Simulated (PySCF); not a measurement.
Consider C5H7B2Cl2N (SMILES ClB(Cl)[BH2-][n+]1ccccc1).

```xyz
17

Cl    4.9522    1.2249   -1.0718
B     3.2654    0.8470   -0.7259
Cl    2.8776   -0.8938   -0.6405
B     2.1142    2.0583   -0.4423
N     0.6752    1.4105   -0.3166
C    -0.1703    1.4228   -1.3572
C    -1.4027    0.7888   -1.3095
C    -1.7744    0.1185   -0.1470
C    -0.8891    0.1081    0.9279
C     0.3271    0.7611    0.8050
H     2.0820    2.8824   -1.3451
H     2.3793    2.5907    0.6313
H     0.1790    1.9661   -2.2361
H    -2.0586    0.8267   -2.1804
H    -2.7396   -0.3879   -0.0794
H    -1.1305   -0.4037    1.8606
H     1.0630    0.7857    1.6096
```

Geometry: PBE0-D3(BJ)/def2-SVP.

Theory: wB97X-D/def2-SVPD, SCF density, gas phase in PySCF 2.14.0.

Q: What can the converged electron density and electron localisation function tell about the bonding?

A: C–N (1.34 Å): ρ is about 2.4 e/Å³ halfway; the ELF peaks at about 0.95 between the atoms (localised, covalent bonding).
C–C (1.39 Å): ρ at the midpoint is about 2.1 e/Å³; the ELF peaks at about 0.95 between the atoms (a covalent bond).
B–N (1.58 Å): ρ at the midpoint is about 1.3 e/Å³; the ELF peaks at about 0.95 between the atoms, as expected for a shared but strongly polarised pair.
C–H (1.09 Å): the density is about 2 e/Å³ at the midpoint; the ELF climbs to about 1 towards the hydrogen, as it does in any bond to H; a covalent bond by its length.

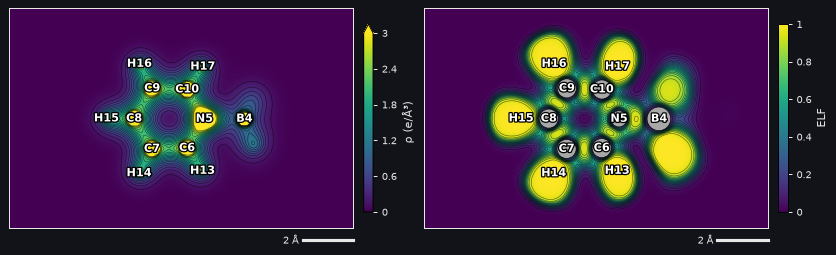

Computed electron density and electron localisation function on the plane of atoms N5, C6 and C7, in this order. Grey discs cover the atomic cores in the ELF map. 
